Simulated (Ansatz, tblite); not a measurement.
# The cluster Sn₂Br₄: one state, many levels

Aim: run the singlet of the cluster Sn₂Br₄ at one geometry on many levels, and compare frontier levels, spin and run time.

Program: Ansatz 0.2.0, Gaussian basis. Level of theory: as each input shows. These are calculated values, not measurements.

Plan: GFN1-xTB, GFN2-xTB, PBE-D4/def2-TZVP, r2SCAN-D4/def2-TZVP, B3LYP-D4/def2-TZVP, LC-ωPBE/def2-TZVP, r2SCANh-D4/def2-TZVP, PBE-D4/def2-SVP, PBE0-D4/def2-SVP, PBE0-D4/def2-TZVPD, PBE-D4/def2-TZVPD, B3LYP-D4/def2-TZVPD, MP2/def2-TZVP, RPA/def2-TZVP.

7 further runs of the same task are left out: 3 that didn't finish, 4 set aside as unsound or not needed. Runs told in other sessions of the task aren't counted.

## (1) The relaxed structure

The singlet was relaxed beforehand with PBE0-D4/def2-SVP. At that level it is the lowest of the isomers that a small search found.

6 atoms, charge 0, spin multiplicity 1.

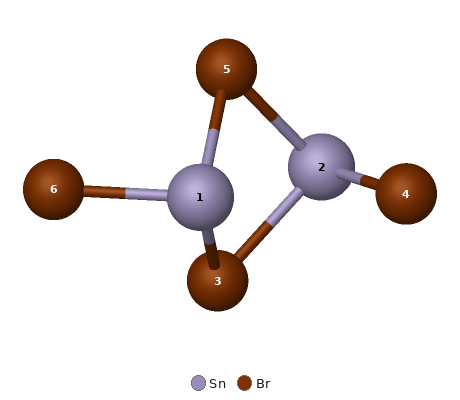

The geometry (tin purple, bromine brown); atoms are numbered from 1 in the order of the file.

Sn takes a core potential in the def2 sets. No spin-orbit coupling is included.

PBE0-D4/def2-TZVP was run before; its log isn't repeated, and its numbers join the tables.

## (2) GFN1-xTB

Tight binding, by tblite at 300 K electronic temperature and without a spin-polarisation term:

```python
tblite.interface.Calculator('GFN1-xTB', numbers, positions, charge=0, uhf=0).singlepoint()
```

Energy -565.4252 eV, HOMO -10.94 eV, LUMO -6.87 eV; 0.008 s.

## (3) GFN2-xTB

Tight binding, by tblite at 300 K electronic temperature and without a spin-polarisation term:

```python
tblite.interface.Calculator('GFN2-xTB', numbers, positions, charge=0, uhf=0).singlepoint()
```

Energy -569.0158 eV, HOMO -11.70 eV, LUMO -7.27 eV; 0.018 s.

## (4) PBE-D4/def2-TZVP

start.molden holds the orbitals of an earlier run on this state, given as this run's starting guess.

in.yaml

```yaml
crystal:
  periodic: [false, false, false]
  atoms:
    - {symbol: Sn, position_ang: [-0.381794, 1.159331, -0.975388]}
    - {symbol: Sn, position_ang: [0.699942, -1.214659, 1.780107]}
    - {symbol: Br, position_ang: [-1.759081, -0.701728, 0.634280]}
    - {symbol: Br, position_ang: [0.985701, 1.250658, 2.476934]}
    - {symbol: Br, position_ang: [1.711716, -0.716257, -0.739031]}
    - {symbol: Br, position_ang: [-1.256484, 0.222665, -3.176912]}
basis:
  gaussian: {orbitals: def2-TZVP, initial_orbitals: start.molden}
hamiltonian: {xc: pbe, dispersion: d4}
scf: {omitted_lower_state_checks: [starts]}
output: {orbitals: {seedname: orbitals}}
```

The run is started by

```
> ansatz run in.yaml --threads 4 --pin off --events-out ev --progress --plain --max-ram 4787MiB
```

Standard output:

```text
Functional definition: PBE
  name "PBE"
  cite "Perdew, Burke & Ernzerhof, Phys. Rev. Lett. 77, 3865 (1996) doi:10.1103/PhysRevLett.77.3865"
  parent pbe
  parameter kappa = 0.804
  parameter beta = 0.06672455060314922
  exchange = pbe_x(kappa = kappa, mu = beta*pi^2/3)
  correlation = pbe_c(beta = beta)
these checks for a lower state are left out or cut short: starts
2280 factors; their error is unknown
mean field evaluation 1: about -291813.8944 eV, gradient 1.7e1 eV
mean field evaluation 2: about -291814.0956 eV, gradient 2.9e-1 eV
mean field evaluation 4: about -291814.0017 eV, gradient 1.1e-1 eV
mean field -291814.00167249 eV, -10723.9667628296 hartree, gradient 2.7e-5 eV, S^2 0.000000; 0 other end points of the search recorded, 0 dependent functions left out
reference -291814.00171880 eV, -10723.9667645315 hartree; 92, 92 occupied and 200, 200 virtual orbitals, 2280 factors
Total energy: -291814.47117261 eV, -10723.9840166406 hartree
Checks for a lower state left out: starts
```

Run time: 6 s. Hardware: 4 threads of Arm Neoverse V1, shared host; peak memory 0.65 GiB.

HOMO -6.51 eV, LUMO -3.09 eV.

## (5) r2SCAN-D4/def2-TZVP

Changes to in.yaml since step 4:

```diff
@@ -11,4 +11,4 @@
   gaussian: {orbitals: def2-TZVP, initial_orbitals: start.molden}
-hamiltonian: {xc: pbe, dispersion: d4}
+hamiltonian: {xc: r2scan, dispersion: d4}
 scf: {omitted_lower_state_checks: [starts]}
-output: {orbitals: {seedname: orbitals}}
+output: {forces: true, orbitals: {seedname: orbitals}}
```

Same command.

Standard output (excerpt; [...] marks lines left out):

```text
Functional definition: r2SCAN
  name "r2SCAN"
  cite "Furness, Kaplan, Ning, Perdew & Sun, J. Phys. Chem. Lett. 11, 8208 (2020) doi:10.1021/acs.jpclett.0c02405"
  cite "Furness, Kaplan, Ning, Perdew & Sun, J. Phys. Chem. Lett. 11, 9248 (2020) doi:10.1021/acs.jpclett.0c03077"
  parent r2scan
[...]
2280 factors; their error is unknown
[...]
mean field -291858.88789993 eV, -10725.6163012629 hartree, gradient 1.8e-5 eV, S^2 0.000000; 0 other end points of the search recorded, 0 dependent functions left out
[...]
reference -291858.88791309 eV, -10725.6163017464 hartree; 92, 92 occupied and 200, 200 virtual orbitals, 2280 factors
Total energy: -291858.98439172 eV, -10725.6198472707 hartree
Atom 0 at    -0.381794     1.159331    -0.975388 Å, force    -0.007717    -0.196691    -0.020671 eV/Å
Atom 1 at     0.699942    -1.214659     1.780107 Å, force    -0.050453     0.227495    -0.126349 eV/Å
Atom 2 at    -1.759081    -0.701728     0.634280 Å, force     0.090673     0.029238    -0.005954 eV/Å
Atom 3 at     0.985701     1.250658     2.476934 Å, force     0.002000    -0.134505     0.006475 eV/Å
Atom 4 at     1.711716    -0.716257    -0.739031 Å, force    -0.070404     0.031291     0.055899 eV/Å
Atom 5 at    -1.256484     0.222665    -3.176912 Å, force     0.035901     0.043173     0.090599 eV/Å
Dipole moment:     0.163292    -0.134641     0.414111 e Å
Checks for a lower state left out: starts
```

It took 16 s on 4 threads of Arm Neoverse V1, shared host; peak memory 0.69 GiB.

HOMO -6.80 eV, LUMO -2.98 eV.

## (6) B3LYP-D4/def2-TZVP

Changes to in.yaml since step 5:

```diff
@@ -11,4 +11,4 @@
   gaussian: {orbitals: def2-TZVP, initial_orbitals: start.molden}
-hamiltonian: {xc: r2scan, dispersion: d4}
+hamiltonian: {xc: {name: B3LYP}, dispersion: d4}
 scf: {omitted_lower_state_checks: [starts]}
-output: {forces: true, orbitals: {seedname: orbitals}}
+output: {orbitals: {seedname: orbitals}}
```

The command is unchanged.

Standard output (excerpt; [...] marks lines left out):

```text
Functional definition: B3LYP
  name "B3LYP"
  cite "Stephens, Devlin, Chabalowski & Frisch, J. Phys. Chem. 98, 11623 (1994) doi:10.1021/j100096a001"
  cite "Becke, Phys. Rev. A 38, 3098 (1988) doi:10.1103/PhysRevA.38.3098"
  cite "Lee, Yang & Parr, Phys. Rev. B 37, 785 (1988) doi:10.1103/PhysRevB.37.785"
  cite "Vosko, Wilk & Nusair, Can. J. Phys. 58, 1200 (1980) doi:10.1139/p80-159"
[...]
2516 factors; their error is unknown
[...]
mean field -291862.86557568 eV, -10725.7624781504 hartree, gradient 2.5e-5 eV, S^2 0.000000; 0 other end points of the search recorded, 0 dependent functions left out
reference -291862.86587044 eV, -10725.7624889828 hartree; 92, 92 occupied and 200, 200 virtual orbitals, 2516 factors
Total energy: -291863.65222802 eV, -10725.7913870907 hartree
Checks for a lower state left out: starts
```

It took 20 s on 4 threads of Arm Neoverse V1, shared host; peak memory 1.8 GiB.

HOMO -7.33 eV, LUMO -2.65 eV.

## (7) LC-ωPBE/def2-TZVP

Changes to in.yaml since step 6:

```diff
@@ -11,3 +11,3 @@
   gaussian: {orbitals: def2-TZVP, initial_orbitals: start.molden}
-hamiltonian: {xc: {name: B3LYP}, dispersion: d4}
+hamiltonian: {xc: {name: LC-wPBE}}
 scf: {omitted_lower_state_checks: [starts]}
```

Same command.

Standard output (excerpt; [...] marks lines left out):

```text
Functional definition: LC-wPBE
  name "LC-wPBE"
  cite "Vydrov & Scuseria, J. Chem. Phys. 125, 234109 (2006) doi:10.1063/1.2409292"
  cite "Heyd & Scuseria, J. Chem. Phys. 120, 7274 (2004) doi:10.1063/1.1668634"
  cite "Ernzerhof & Perdew, J. Chem. Phys. 109, 3313 (1998) doi:10.1063/1.476928"
  cite "Perdew, Burke & Ernzerhof, Phys. Rev. Lett. 77, 3865 (1996) doi:10.1103/PhysRevLett.77.3865"
  parent pbe
[...]
2280 factors; their error is unknown
584 factors; integrals over basis functions are off by at most 5.5e-5 eV
[...]
mean field -291818.15932376 eV, -10724.1195536955 hartree, gradient 4.2e-5 eV, S^2 0.000000; 0 other end points of the search recorded, 0 dependent functions left out
reference -291818.15932377 eV, -10724.1195536957 hartree; 92, 92 occupied and 200, 200 virtual orbitals, 2280 factors
Total energy: -291818.15932377 eV, -10724.1195536957 hartree
Checks for a lower state left out: starts
```

Wall time 11 s (4 threads of Arm Neoverse V1, shared host); peak memory 1.1 GiB.

Report: HOMO -9.84 eV, LUMO -0.56 eV.

## (8) r2SCANh-D4/def2-TZVP

Changes to in.yaml since step 7:

```diff
@@ -11,3 +11,3 @@
   gaussian: {orbitals: def2-TZVP, initial_orbitals: start.molden}
-hamiltonian: {xc: {name: LC-wPBE}}
+hamiltonian: {xc: {name: r2SCANh}, dispersion: d4}
 scf: {omitted_lower_state_checks: [starts]}
```

Launched as before.

Standard output (excerpt; [...] marks lines left out):

```text
Functional definition: r2SCANh
  name "r2SCANh"
  cite "Bursch, Neugebauer, Ehlert & Grimme, J. Chem. Phys. 156, 134105 (2022) doi:10.1063/5.0086040"
  cite "Furness, Kaplan, Ning, Perdew & Sun, J. Phys. Chem. Lett. 11, 8208 (2020) doi:10.1021/acs.jpclett.0c02405"
  cite "Furness, Kaplan, Ning, Perdew & Sun, J. Phys. Chem. Lett. 11, 9248 (2020) doi:10.1021/acs.jpclett.0c03077"
  parent r2scan
[...]
2370 factors; their error is unknown
[...]
mean field -291858.13257099 eV, -10725.5885434364 hartree, gradient 2.4e-5 eV, S^2 0.000000; 0 other end points of the search recorded, 0 dependent functions left out
reference -291858.13258307 eV, -10725.5885438804 hartree; 92, 92 occupied and 200, 200 virtual orbitals, 2370 factors
Total energy: -291858.24487770 eV, -10725.5926706319 hartree
Checks for a lower state left out: starts
```

Run time: 26 s. Hardware: 4 threads of Arm Neoverse V1, shared host; peak memory 1.7 GiB.

Report: HOMO -7.17 eV, LUMO -2.75 eV.

## (9) PBE-D4/def2-SVP

Changes to in.yaml since step 8:

```diff
@@ -10,4 +10,4 @@
 basis:
-  gaussian: {orbitals: def2-TZVP, initial_orbitals: start.molden}
-hamiltonian: {xc: {name: r2SCANh}, dispersion: d4}
+  gaussian: {orbitals: def2-SVP, initial_orbitals: start.molden}
+hamiltonian: {xc: pbe, dispersion: d4}
 scf: {omitted_lower_state_checks: [starts]}
```

Same command.

Standard output:

```text
Functional definition: PBE
  name "PBE"
  cite "Perdew, Burke & Ernzerhof, Phys. Rev. Lett. 77, 3865 (1996) doi:10.1103/PhysRevLett.77.3865"
  parent pbe
  parameter kappa = 0.804
  parameter beta = 0.06672455060314922
  exchange = pbe_x(kappa = kappa, mu = beta*pi^2/3)
  correlation = pbe_c(beta = beta)
these checks for a lower state are left out or cut short: starts
1962 factors; their error is unknown
mean field evaluation 1: about -291779.3985 eV, gradient 2.9e1 eV
mean field evaluation 2: about -291779.7967 eV, gradient 6.4e-1 eV
mean field evaluation 4: about -291779.5889 eV, gradient 9.9e-2 eV
mean field -291779.58893519 eV, -10722.7021180593 hartree, gradient 1.7e-5 eV, S^2 0.000000; 0 other end points of the search recorded, 0 dependent functions left out
reference -291779.58897697 eV, -10722.7021195947 hartree; 92, 92 occupied and 88, 88 virtual orbitals, 1962 factors
Total energy: -291780.05843077 eV, -10722.7193717038 hartree
Checks for a lower state left out: starts
```

Wall time 3 s (4 threads of Arm Neoverse V1, shared host).

Report: HOMO -6.37 eV, LUMO -2.98 eV.

## (10) PBE0-D4/def2-SVP

Changes to in.yaml since step 9:

```diff
@@ -11,3 +11,3 @@
   gaussian: {orbitals: def2-SVP, initial_orbitals: start.molden}
-hamiltonian: {xc: pbe, dispersion: d4}
+hamiltonian: {xc: pbe0, dispersion: d4}
 scf: {omitted_lower_state_checks: [starts]}
```

Launched as before.

Standard output:

```text
Functional definition: PBE0
  name "PBE0"
  cite "Adamo & Barone, J. Chem. Phys. 110, 6158 (1999) doi:10.1063/1.478522"
  cite "Perdew, Burke & Ernzerhof, Phys. Rev. Lett. 77, 3865 (1996) doi:10.1103/PhysRevLett.77.3865"
  parent pbe
  parameter a = 0.25
  parameter kappa = 0.804
  parameter beta = 0.06672455060314922
  exchange = (1 - a)*pbe_x(kappa = kappa, mu = beta*pi^2/3) + a*exact_x
  correlation = pbe_c(beta = beta)
these checks for a lower state are left out or cut short: starts
1896 factors; integrals over basis functions are off by at most 3.7e-4 eV
mean field evaluation 1: about -291789.3472 eV, gradient 2.6e1 eV
mean field evaluation 2: about -291789.5220 eV, gradient 3.0e-1 eV
mean field evaluation 4: about -291789.5520 eV, gradient 5.5e-4 eV
mean field -291789.55198164 eV, -10723.0682532633 hartree, gradient 1.7e-5 eV, S^2 0.000000; 0 other end points of the search recorded, 0 dependent functions left out
reference -291789.55201303 eV, -10723.0682544168 hartree; 92, 92 occupied and 88, 88 virtual orbitals, 1896 factors
Total energy: -291789.96447345 eV, -10723.0834120578 hartree
Checks for a lower state left out: starts
```

It took 7 s on 4 threads of Arm Neoverse V1, shared host; peak memory 0.74 GiB.

HOMO -7.43 eV, LUMO -2.39 eV.

## (11) PBE0-D4/def2-TZVPD

Changes to in.yaml since step 10:

```diff
@@ -10,3 +10,3 @@
 basis:
-  gaussian: {orbitals: def2-SVP, initial_orbitals: start.molden}
+  gaussian: {orbitals: def2-TZVPD, initial_orbitals: start.molden}
 hamiltonian: {xc: pbe0, dispersion: d4}
```

Same command.

Standard output (excerpt; [...] marks lines left out):

```text
Functional definition: PBE0
  name "PBE0"
  cite "Adamo & Barone, J. Chem. Phys. 110, 6158 (1999) doi:10.1063/1.478522"
  cite "Perdew, Burke & Ernzerhof, Phys. Rev. Lett. 77, 3865 (1996) doi:10.1103/PhysRevLett.77.3865"
  parent pbe
[...]
2864 factors; their error is unknown
the host lacks memory for fits, so the integrals are decomposed
2464 factors; integrals over basis functions are off by at most 8.6e-4 eV
[...]
mean field -291823.96350119 eV, -10724.3328532819 hartree, gradient 1.8e-5 eV, S^2 0.000000; 0 other end points of the search recorded, 0 dependent functions left out
reference -291823.96356179 eV, -10724.3328555089 hartree; 92, 92 occupied and 248, 248 virtual orbitals, 2464 factors
Total energy: -291824.37602222 eV, -10724.3480131500 hartree
Checks for a lower state left out: starts
```

It took 24 s on 4 threads of Arm Neoverse V1, shared host; peak memory 1.9 GiB.

Report: HOMO -7.53 eV, LUMO -2.49 eV.

## (12) PBE-D4/def2-TZVPD

Changes to in.yaml since step 11:

```diff
@@ -11,3 +11,3 @@
   gaussian: {orbitals: def2-TZVPD, initial_orbitals: start.molden}
-hamiltonian: {xc: pbe0, dispersion: d4}
+hamiltonian: {xc: pbe, dispersion: d4}
 scf: {omitted_lower_state_checks: [starts]}
```

Same command.

Standard output:

```text
Functional definition: PBE
  name "PBE"
  cite "Perdew, Burke & Ernzerhof, Phys. Rev. Lett. 77, 3865 (1996) doi:10.1103/PhysRevLett.77.3865"
  parent pbe
  parameter kappa = 0.804
  parameter beta = 0.06672455060314922
  exchange = pbe_x(kappa = kappa, mu = beta*pi^2/3)
  correlation = pbe_c(beta = beta)
these checks for a lower state are left out or cut short: starts
2488 factors; their error is unknown
mean field evaluation 1: about -291813.8185 eV, gradient 2.1e1 eV
mean field evaluation 2: about -291814.0700 eV, gradient 4.2e-1 eV
mean field evaluation 4: about -291814.0530 eV, gradient 1.3e-1 eV
mean field -291814.05305448 eV, -10723.9686510826 hartree, gradient 3.2e-5 eV, S^2 0.000000; 0 other end points of the search recorded, 0 dependent functions left out
reference -291814.05313328 eV, -10723.9686539787 hartree; 92, 92 occupied and 248, 248 virtual orbitals, 2488 factors
Total energy: -291814.52258709 eV, -10723.9859060878 hartree
Checks for a lower state left out: starts
```

Wall time 11 s (4 threads of Arm Neoverse V1, shared host); peak memory 0.97 GiB.

HOMO -6.54 eV, LUMO -3.13 eV.

## (13) B3LYP-D4/def2-TZVPD

Changes to in.yaml since step 12:

```diff
@@ -11,3 +11,3 @@
   gaussian: {orbitals: def2-TZVPD, initial_orbitals: start.molden}
-hamiltonian: {xc: pbe, dispersion: d4}
+hamiltonian: {xc: {name: B3LYP}, dispersion: d4}
 scf: {omitted_lower_state_checks: [starts]}
```

Same command.

Standard output (excerpt; [...] marks lines left out):

```text
Functional definition: B3LYP
  name "B3LYP"
  cite "Stephens, Devlin, Chabalowski & Frisch, J. Phys. Chem. 98, 11623 (1994) doi:10.1021/j100096a001"
  cite "Becke, Phys. Rev. A 38, 3098 (1988) doi:10.1103/PhysRevA.38.3098"
  cite "Lee, Yang & Parr, Phys. Rev. B 37, 785 (1988) doi:10.1103/PhysRevB.37.785"
  cite "Vosko, Wilk & Nusair, Can. J. Phys. 58, 1200 (1980) doi:10.1139/p80-159"
[...]
2752 factors; their error is unknown
the host lacks memory for fits, so the integrals are decomposed
2464 factors; integrals over basis functions are off by at most 8.6e-4 eV
[...]
mean field -291862.91530571 eV, -10725.7643056955 hartree, gradient 1.3e-5 eV, S^2 0.000000; 0 other end points of the search recorded, 0 dependent functions left out
reference -291862.91563554 eV, -10725.7643178164 hartree; 92, 92 occupied and 248, 248 virtual orbitals, 2464 factors
Total energy: -291863.70199312 eV, -10725.7932159244 hartree
Checks for a lower state left out: starts
```

It took 28 s on 4 threads of Arm Neoverse V1, shared host; peak memory 1.9 GiB.

Report: HOMO -7.35 eV, LUMO -2.69 eV.

## (14) MP2/def2-TZVP

Changes to in.yaml since step 13:

```diff
@@ -10,4 +10,4 @@
 basis:
-  gaussian: {orbitals: def2-TZVPD, initial_orbitals: start.molden}
-hamiltonian: {xc: {name: B3LYP}, dispersion: d4}
+  gaussian: {orbitals: def2-TZVP, initial_orbitals: start.molden}
+correlation: {method: mp2}
 scf: {omitted_lower_state_checks: [starts]}
```

Same command.

Standard output:

```text
Functional definition: HF
  name "HF"
  cite "Fock, Z. Phys. 61, 126 (1930) doi:10.1007/BF01340294"
  parent pbe
  exchange = exact_x
  correlation = 0
these checks for a lower state are left out or cut short: starts
2258 factors; integrals over basis functions are off by at most 8.6e-4 eV
mean field evaluation 1: about -291612.8632 eV, gradient 4.7e1 eV
mean field evaluation 2: about -291614.3213 eV, gradient 2.0e0 eV
mean field evaluation 4: about -291614.7221 eV, gradient 3.7e-2 eV
mean field evaluation 8: about -291614.7223 eV, gradient 1.4e-6 eV
mean field -291614.72231262 eV, -10716.6433814306 hartree, gradient 2.9e-6 eV, S^2 0.000000; 0 other end points of the search recorded, 0 dependent functions left out
44 core orbitals not correlated: weight in the atoms' cores, before any rotation towards them, 1.000 or more for the frozen orbitals, at most 0.000 for the correlated occupied ones
reference -291614.72231262 eV, -10716.6433814306 hartree; 48, 48 occupied and 200, 200 virtual orbitals, 2258 factors
second order -46.73189708 eV of doubles, -0.00000000 eV of singles
Total energy: -291661.45420970 eV, -10718.3607469723 hartree
Checks for a lower state left out: starts
```

It took 21 s on 4 threads of Arm Neoverse V1, shared host; peak memory 1.4 GiB.

From the report: Hartree-Fock HOMO -9.58 eV, LUMO 0.30 eV.

## (15) RPA/def2-TZVP

Changes to in.yaml since step 14:

```diff
@@ -11,4 +11,4 @@
   gaussian: {orbitals: def2-TZVP, initial_orbitals: start.molden}
-correlation: {method: mp2}
+hamiltonian: {xc: pbe}
+correlation: {method: rpa}
 scf: {omitted_lower_state_checks: [starts]}
-output: {orbitals: {seedname: orbitals}}
```

Launched as before.

Standard output (excerpt; [...] marks lines left out):

```text
Functional definition: PBE
  name "PBE"
  cite "Perdew, Burke & Ernzerhof, Phys. Rev. Lett. 77, 3865 (1996) doi:10.1103/PhysRevLett.77.3865"
  parent pbe
[...]
2258 factors; integrals over basis functions are off by at most 8.6e-4 eV
[...]
mean field -291814.00165254 eV, -10723.9667620964 hartree, gradient 7.4e-6 eV, S^2 0.000000; 0 other end points of the search recorded, 0 dependent functions left out
44 core orbitals not correlated: weight in the atoms' cores, before any rotation towards them, 1.000 or more for the frozen orbitals, at most 0.000 for the correlated occupied ones
reference -291611.91947114 eV, -10716.5403789063 hartree; 48, 48 occupied and 200, 200 virtual orbitals, 2258 factors
Total energy: -291678.28722202 eV, -10718.9793487653 hartree
Checks for a lower state left out: starts
```

Wall time 22 s (4 threads of Arm Neoverse V1, shared host); peak memory 1.2 GiB.

## (16) Comparison

```
               level  functions  HOMO (eV)  LUMO (eV)  gap (eV)  time
     PBE-D4/def2-SVP        180      -6.37      -2.98      3.39   3 s
    PBE-D4/def2-TZVP        292      -6.51      -3.09      3.41   6 s
   PBE-D4/def2-TZVPD        340      -6.54      -3.13      3.41  11 s
 r2SCAN-D4/def2-TZVP        292      -6.80      -2.98      3.82  16 s
r2SCANh-D4/def2-TZVP        292      -7.17      -2.75      4.42  26 s
  B3LYP-D4/def2-TZVP        292      -7.33      -2.65      4.67  20 s
 B3LYP-D4/def2-TZVPD        340      -7.35      -2.69      4.66  28 s
    PBE0-D4/def2-SVP        180      -7.43      -2.39      5.04   7 s
   PBE0-D4/def2-TZVP        292      -7.51      -2.46      5.06  22 s
  PBE0-D4/def2-TZVPD        340      -7.53      -2.49      5.04  24 s
   LC-ωPBE/def2-TZVP        292      -9.84      -0.56      9.28  11 s
```

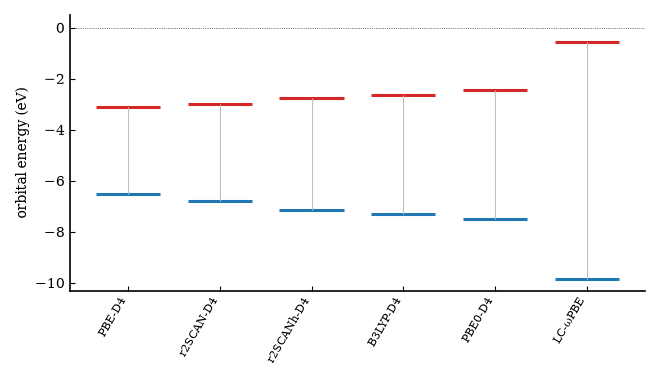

Highest filled (blue) and lowest empty (red) level in def2-TZVP.

The pieces so far (eV):

```
    basis            HF  MP2 correlation               total
def2-TZVP  -291614.7223         -46.7319  -291661.4542 (MP2)
```

## (17) Binding energy

Free atoms were run apart at each level; binding is atoms less cluster, divided by the number of atoms, without zero-point or spin-orbit terms.

```
               level  binding an atom (eV)
        HF/def2-TZVP                 1.683
     PBE-D4/def2-SVP                 2.732
    PBE-D4/def2-TZVP                 2.732
   PBE-D4/def2-TZVPD                 2.731
 r2SCAN-D4/def2-TZVP                 2.668
r2SCANh-D4/def2-TZVP                 2.628
  B3LYP-D4/def2-TZVP                 2.597
 B3LYP-D4/def2-TZVPD                 2.597
    PBE0-D4/def2-SVP                 2.621
   PBE0-D4/def2-TZVP                 2.636
  PBE0-D4/def2-TZVPD                 2.637
   LC-ωPBE/def2-TZVP                 2.417
       RPA/def2-TZVP                 2.215
       MP2/def2-TZVP                 2.623
```

## (18) Results

| quantity | value |
| --- | --- |
| gap in def2-TZVP, named functionals, smallest and largest | 3.41 eV (PBE-D4), 9.28 eV (LC-ωPBE) |
| correlation energy, MP2/def2-TZVP | -46.73 eV |
| binding an atom, functionals in def2-TZVP | 2.42 (LC-ωPBE) to 2.73 eV (PBE-D4) |
| PBE0 total energy, smallest basis above largest | 34.41 eV (def2-SVP, def2-TZVPD) |

**Reading.** Orbital gaps of the named functionals in def2-TZVP span 3.41 eV (PBE-D4) to 9.28 eV (LC-ωPBE); exact exchange widens it.

The slowest run with a step of its own, B3LYP-D4/def2-TZVPD, took 28 s; the quickest functional in def2-TZVP took 6 s (shared host).
